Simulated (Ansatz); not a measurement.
System: Ga₃Bi₄B.

```cif
data_structure
_symmetry_space_group_name_H-M 'P 1'
_symmetry_Int_Tables_number 1
_cell_length_a 6.1504
_cell_length_b 6.1504
_cell_length_c 12.2244
_cell_angle_alpha 90.000
_cell_angle_beta 90.000
_cell_angle_gamma 90.000
_cell_volume 462.42
loop_
_atom_site_label
_atom_site_type_symbol
_atom_site_fract_x
_atom_site_fract_y
_atom_site_fract_z
_atom_site_occupancy
B1 B 0.00000 0.00000 0.00000 1
B2 B 0.50000 0.50000 0.50000 1
Bi1 Bi 0.22481 0.22481 0.11646 1
Bi2 Bi 0.72481 0.72481 0.61646 1
Ga1 Ga 0.00000 0.50000 0.25000 1
Ga2 Ga 0.50000 0.00000 0.75000 1
Bi3 Bi 0.27519 0.72481 0.38354 1
Bi4 Bi 0.77519 0.22481 0.88354 1
Ga3 Ga 0.00000 0.00000 0.50000 1
Ga4 Ga 0.50000 0.50000 0.00000 1
Bi5 Bi 0.27519 0.27519 0.61646 1
Bi6 Bi 0.77519 0.77519 0.11646 1
Ga5 Ga 0.50000 0.00000 0.25000 1
Ga6 Ga 0.00000 0.50000 0.75000 1
Bi7 Bi 0.72481 0.27519 0.38354 1
Bi8 Bi 0.22481 0.77519 0.88354 1
```

Space group I-42m; started from the ordered alloy on zincblende lattice prototype, which need not be the ambient phase.

Level of theory: DFT, HSE06, plane waves, PAW in Ansatz 0.2.0.

### What will maps of the valence pseudo-density and electron localisation function show?

Bi–B (2.42 Å): the density is about 0.54 e/Å³ at the midpoint; the ELF peaks at about 0.85 in the valence shell of B, 0.8 Å from its nucleus, and is about 0.55 at the midpoint.
Ga–Bi (2.78 Å): the density is about 0.36 e/Å³ at the midpoint; the ELF peaks at about 0.65 between the atoms.

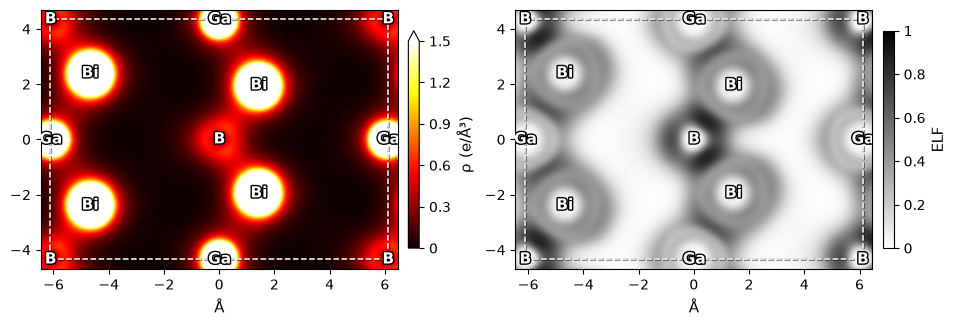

Computed valence pseudo-density and electron localisation function on the (11̄0) plane of the conventional cell, in this order. 
